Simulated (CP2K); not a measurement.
Consider 2-isocyanopyrimidine at its PBE geometry (Å).

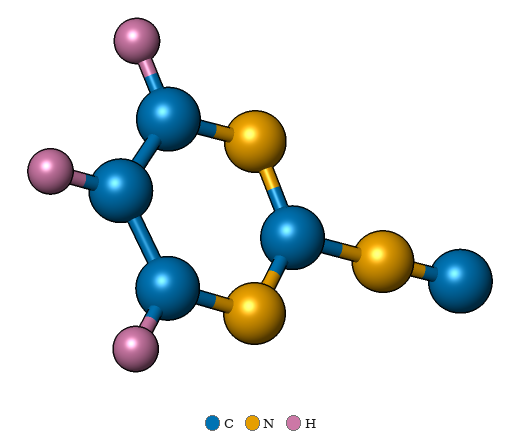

The molecule (carbon blue, nitrogen orange, hydrogen pink).

```xyz
11

C     3.6917   -0.0639   -0.0002
N     2.5062   -0.0499   -0.0102
C     1.1160   -0.0267   -0.0106
N     0.5619    1.1930   -0.0080
C    -0.7814    1.2027    0.0022
C    -1.5399    0.0317    0.0070
C    -0.8339   -1.1723   -0.0002
N     0.5075   -1.2215   -0.0097
H    -1.2528    2.1878    0.0085
H    -2.6278    0.0552    0.0178
H    -1.3473   -2.1361    0.0034
```

Method: CP2K XAS_TDP, all-electron GAPW, PBEh(45%), aug-cc-pVDZ, TDA, GW2X-corrected core level, no relativity.

Predict the bright core excitations at the C K edge.

Leading lines: C1 288.47 eV, C3 288.65 eV, C5 287.38 eV and C6 287.09 eV. The leading line of an atom is its first one with 35 % of the strongest within 2.5 eV of its lowest line over the strength cut. Core ionisation energies at this level: C3 295.47, C5 294.21, C1 295.06 and C6 293.01 eV.

The first six lines of each atom with a strength over 0.0015:

| atom | energy (eV) | states | strength, one atom | above the computed threshold |
| --- | --- | --- | --- | --- |
| C1 (bonded to N) | 288.47 | 1 | 0.0642 |  |
|  | 289.13 | 1 | 0.0707 |  |
|  | 293.37 | 1 | 0.0056 |  |
|  | 294.82 | 1 | 0.0041 |  |
|  | 295.12 | 1 | 0.0040 | yes |
|  | 295.67 | 1 | 0.0028 | yes |
| C3 (bonded to 3 N) | 288.65 | 1 | 0.0578 |  |
|  | 293.35 | 1 | 0.0027 |  |
|  | 293.75 | 1 | 0.0024 |  |
|  | 294.11 | 1 | 0.0057 |  |
|  | 294.48 | 1 | 0.0030 |  |
|  | 294.82 | 1 | 0.0263 |  |
| C5 (bonded to C, N and H), 2 alike | 287.38 | 1 | 0.0582 |  |
|  | 291.81 | 1 | 0.0128 |  |
|  | 292.92 | 1 | 0.0033 |  |
|  | 293.43 | 1 | 0.0079 |  |
|  | 293.57 | 2 | 0.0054 |  |
|  | 294.67 | 1 | 0.0062 | yes |
| C6 (bonded to 2 C and H) | 287.09 | 1 | 0.0472 |  |
|  | 290.46 | 1 | 0.0128 |  |
|  | 291.90 | 1 | 0.0046 |  |
|  | 291.96 | 1 | 0.0111 |  |
|  | 293.14 | 1 | 0.0049 | yes |
|  | 293.50 | 1 | 0.0018 | yes |

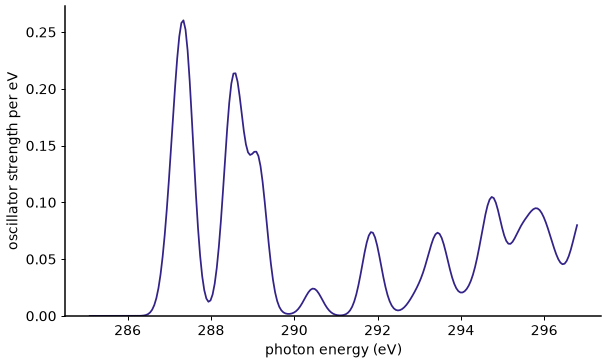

All atoms added, broadened by 0.5 eV.

Lines are vertical, at one geometry, with no vibrational structure. GW2X ionisation energies and lines can be off by 1 to 2 eV either way, and a good line position may hide errors that cancel. These values hold no scalar relativity, about 0.1 eV for C 1s. Rydberg lines, and the discretised continuum above threshold, depend on the basis and the box.

[Banner, clock and machine lines of the logs are left out without a mark of their own.]

[Logs are printed without paths, hosts, clocks, repeated set-up lines and the standing remarks that a program may print on its own settings, such as how far it seeks lower states.]

[Hosts, paths, dates, database ids (printed as entryN), source tags and the programs' standing remarks are cut or masked in the printed files.]
